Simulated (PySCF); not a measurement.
C6H9F (SMILES C=C(C)/C=C\CF)

```xyz
16

C    -1.7357   -0.9741   -1.4415
C    -0.8308   -0.5065   -0.5617
C    -0.8737   -0.9277    0.8794
C     0.1990    0.4212   -1.0380
C     1.1983    1.0325   -0.3782
C     1.5905    0.9838    1.0657
F     2.8161    1.5831    1.2213
H    -2.5259   -1.6635   -1.1334
H    -1.7098   -0.6793   -2.4940
H    -0.9251   -0.0600    1.5550
H    -1.7503   -1.5590    1.0773
H     0.0229   -1.5057    1.1537
H     0.1255    0.6511   -2.1061
H     1.8406    1.7098   -0.9521
H     1.6620   -0.0464    1.4503
H     0.8640    1.5279    1.6975
```

Geometry: PBE0-D3(BJ)/def2-SVP.

Theory: PBE0/pcSseg-1, SCF density, gas phase, non-relativistic in PySCF.

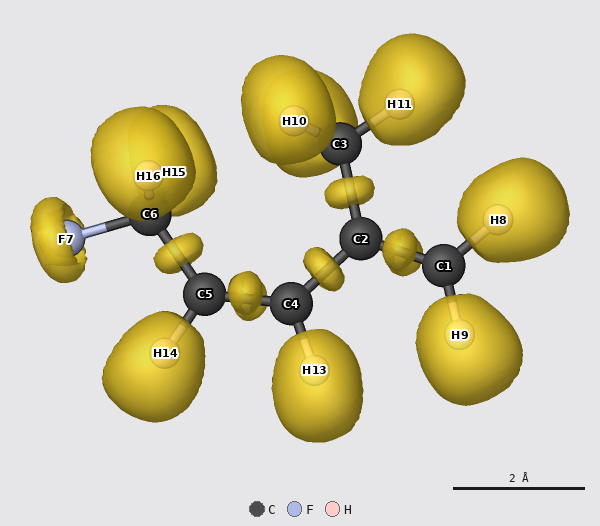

Figure 1. Isosurface of the electron localisation function at 0.85 (yellow), seen across its widest extent. Only the valence region is drawn (cores and ρ < 0.01 e/Å³ removed).

Describe the localisation domains.

Answer. The surface consists of five regions between bonded C–C atoms (shared pairs), nine regions around hydrogen nuclei and one region wrapped around F (its lone pairs, merged into a ring or cap).


C–C (1.34 Å): the ELF peaks at about 0.90 between the atoms; a multiple bond. C–F (1.37 Å): the ELF peaks at about 0.85 between the atoms, as expected for a polar covalent bond.

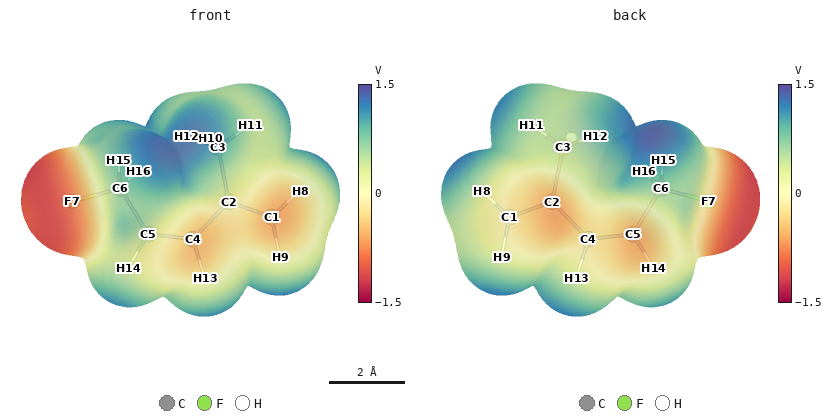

Figure 2. The electrostatic potential painted on the density surface at 0.004 e/bohr³, seen from the front and from behind; the colour scale runs from red (negative) to blue (positive).

Where is the surface potential most negative and most positive?

Answer. The most negative region (about −1.2 V) lies over F7, the most positive (about +1.4 V) over H10, H12, H15 and H16.

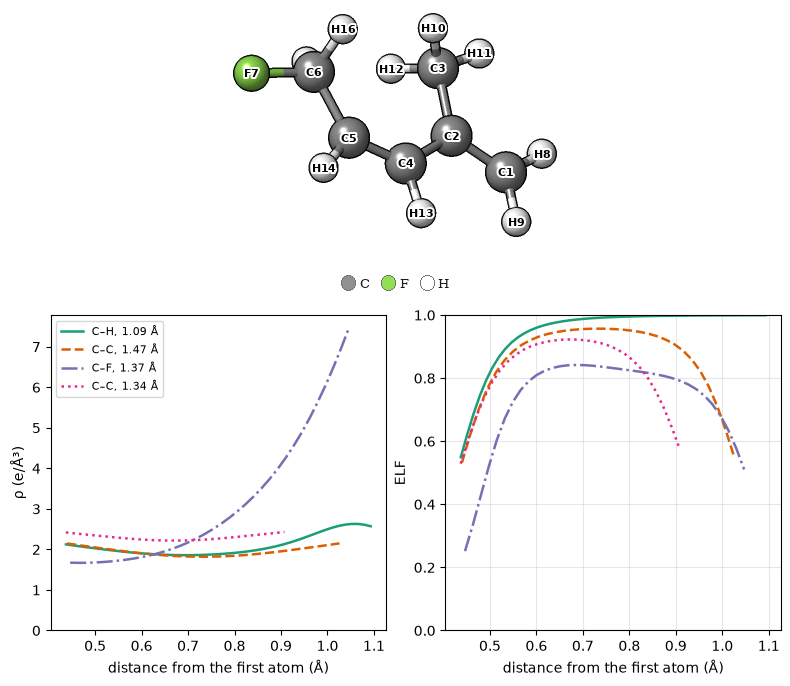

Figure 3. Total electron density and ELF along straight lines between neighbouring atoms. The curves leave out the atomic cores. The structure is drawn too.

What can be read from the curves?

Answer. C–H (1.09 Å): ρ at the midpoint is about 2 e/Å³; the ELF climbs to about 1 towards the hydrogen, as it does in any bond to H: an ordinary covalent bond to hydrogen.
C–C (1.47 Å): ρ at the midpoint is about 1.8 e/Å³; the ELF peaks at about 0.95 between the atoms: a covalent bond.
C–F (1.37 Å): ρ is about 2.1 e/Å³ halfway, with its minimum of 1.7 e/Å³ about 0.5 Å from C; the ELF peaks at about 0.85 between the atoms: a shared but strongly polarised pair.
C–C (1.34 Å): the density is about 2.2 e/Å³ at the midpoint; the ELF peaks at about 0.90 between the atoms: a multiple bond.
